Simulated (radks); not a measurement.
## Atomic calculation, with input and output: Si

A free Si atom in the configuration [Ne] 3s2 3p2 (high spin). Computed at this level: scalar-relativistic Kohn-Sham, PBE, spin-polarised, spherical densities, finite nucleus (the in-house radial solver radks).

Input:
```
Z 14
configuration [Ne] 3s2 3p2
relativity scalar-relativistic
functional pbe,pbe
spin polarised
nucleus finite rms 3.1224 fm
c 137.035999084
```

Energies in input and log are in hartree, lengths in bohr (the nuclear radius in fm).

Hardware: 1 thread of Intel Xeon @ 2.50GHz, 149 GiB of memory available, shared host.

The run was one of a batch that the task file lists, launched with:
```bash
python <driver script> task.json out
```

Log:
```
1s      1   1.0000         -65.62406532
2s      1   1.0000          -5.11956809
2p      1   3.0000          -3.50568147
3s      1   1.0000          -0.41799475
3p      1   2.0000          -0.16981294
1s      2   1.0000         -65.61880682
2s      2   1.0000          -5.11370702
2p      2   3.0000          -3.49793331
3s      2   1.0000          -0.35624126
3p      2   0.0000          -0.10993309
Etot -289.86591997658456
Ekin 290.5872937911296
Encl -692.0482087881599
Eh 132.28266246886415
Exc -20.687667448418445
err 5.251369656911111e-10
it 19
```

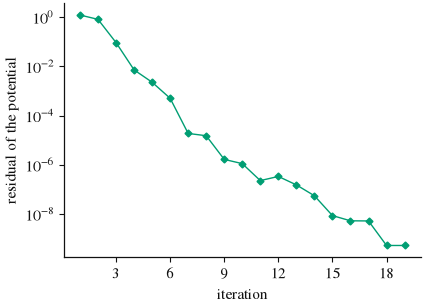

Fig. 1: Convergence: residual of the potential against the iteration. The residual falls almost steadily, with no more than small rises or pauses. It goes from 1.2 to 5.2×10⁻¹⁰ in 19 steps.

Slater integrals of the outer shells (hartree):

| integral | value |
| --- | --- |
| F0(3p,3p) | 0.3311 |
| F2(3p,3p) | 0.1651 |
| F0(3p,3s) | 0.3672 |
| G1(3p,3s) | 0.2347 |
| F0(3p,2p) | 0.4563 |
| F2(3p,2p) | 0.0609 |
| G0(3p,2p) | 0.0238 |
| G2(3p,2p) | 0.0228 |

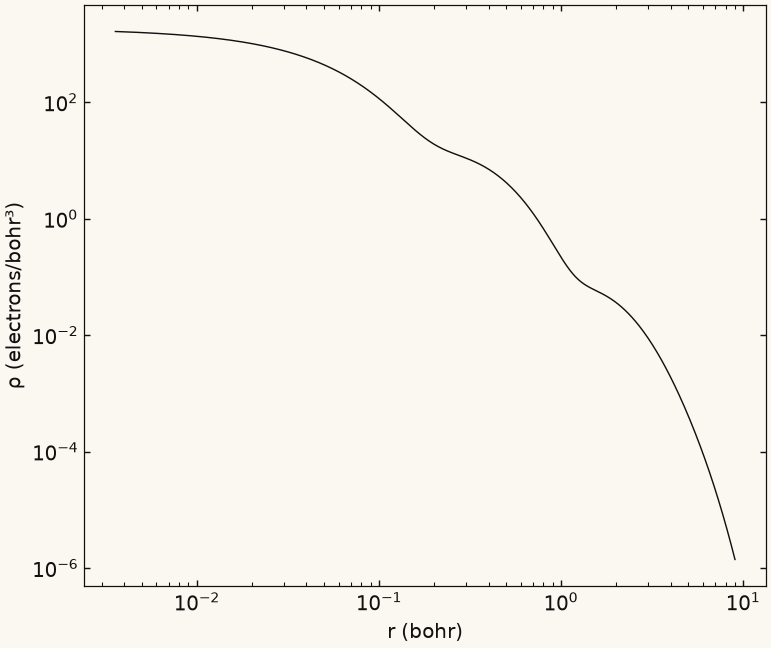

Fig. 2: The electron density ρ(r) on a logarithmic scale. The density falls from 1700 electrons/bohr³ at the inner end (r = 0.0036 bohr) to 0.001 at r = 4.41 bohr, a common measure of the size of an atom or ion. The highest occupied orbital, 3p up (⟨r⟩ = 2.75 bohr, −4.62 eV), is also the most diffuse and sets the fall-off far out: over the last part drawn ln ρ falls by 1.4 per bohr, against 2√(−2ε) = 1.2 for the pure exponential. The steps in the slope mark the shells; the radial density has its minima at 0.20 and 1.4 bohr.

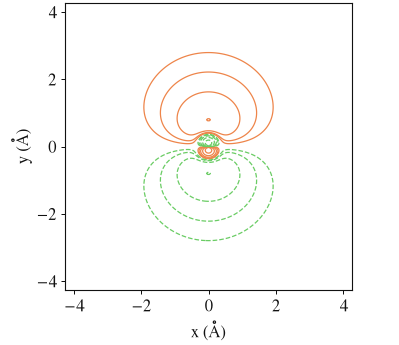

Fig. 3: The 3p(y) orbital of down spin. In the xy plane through the nucleus, contours of ψ are drawn, solid for positive and dashed for negative values, each about twice the one before. (1 bohr = 0.529 Å.) The radial function comes from the spherical calculation and is multiplied by a real spherical harmonic; the overall sign is chosen so that the largest lobe of P(r) is positive; at the scalar-relativistic level it is the large component. It has the nodal plane xz and 1 radial node, at r = 0.716 bohr. The outermost maximum of P² lies at 2.15 bohr, ⟨r⟩ = 2.87 bohr, 90 % of the charge lies within 4.61 bohr, and the eigenvalue is −2.99 eV (the orbital is empty).

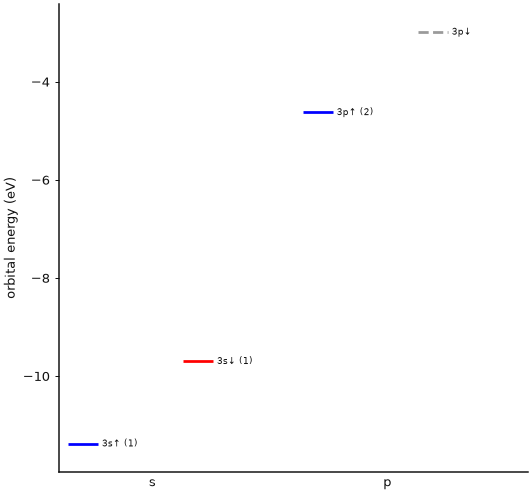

Fig. 4: The outer levels are drawn (occupations in brackets, up spins at the left of each column and down spins at the right, empty levels dashed). The highest occupied level is 3p up at −4.62 eV. From the top down the occupied levels run 3p up (−4.62 eV), 3s down (−9.69 eV), 3s up (−11.4 eV). The lowest empty level drawn is 3p down at −2.99 eV. The largest exchange splitting (down less up) among the shells drawn in both spins is that of 3s, 1.68 eV. The measured ionisation energy (NIST) is 8.15 eV; minus the highest level, 4.62 eV, lies 43 % below it, as is usual for a semilocal functional, whose potential decays too fast.

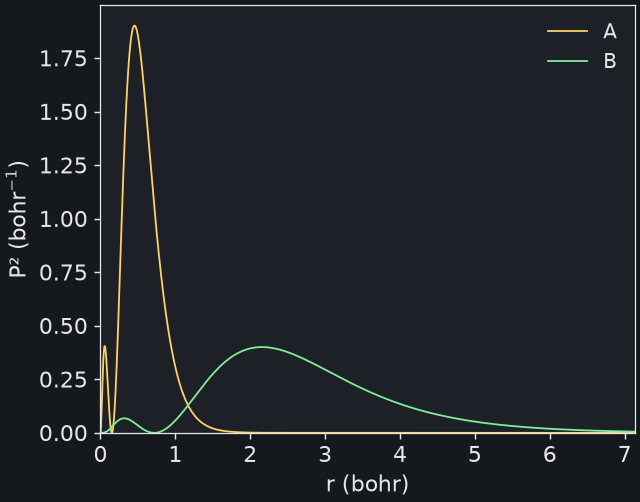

Fig. 5: The radial probability densities P² of 2s up and 3p up. A is 2s up; B is 3p up. 2s up: outer maximum at 0.454 bohr, ⟨r⟩ = 0.568 bohr, 1 node, eigenvalue −139.3 eV; 3p up: outer maximum at 2.16 bohr, ⟨r⟩ = 2.75 bohr, 1 node, eigenvalue −4.62 eV.

Summary:

| quantity | value |
| --- | --- |
| outcome | converged |
| total energy | −289.865920 hartree |
| kinetic energy | 290.587294 hartree |
| electron–nucleus energy | −692.048209 hartree |
| Hartree energy | 132.282662 hartree |
| exchange–correlation energy | −20.687667 hartree |
| radius at density 0.001 e/bohr³ | 4.41 bohr |
| SCF iterations | 19 |
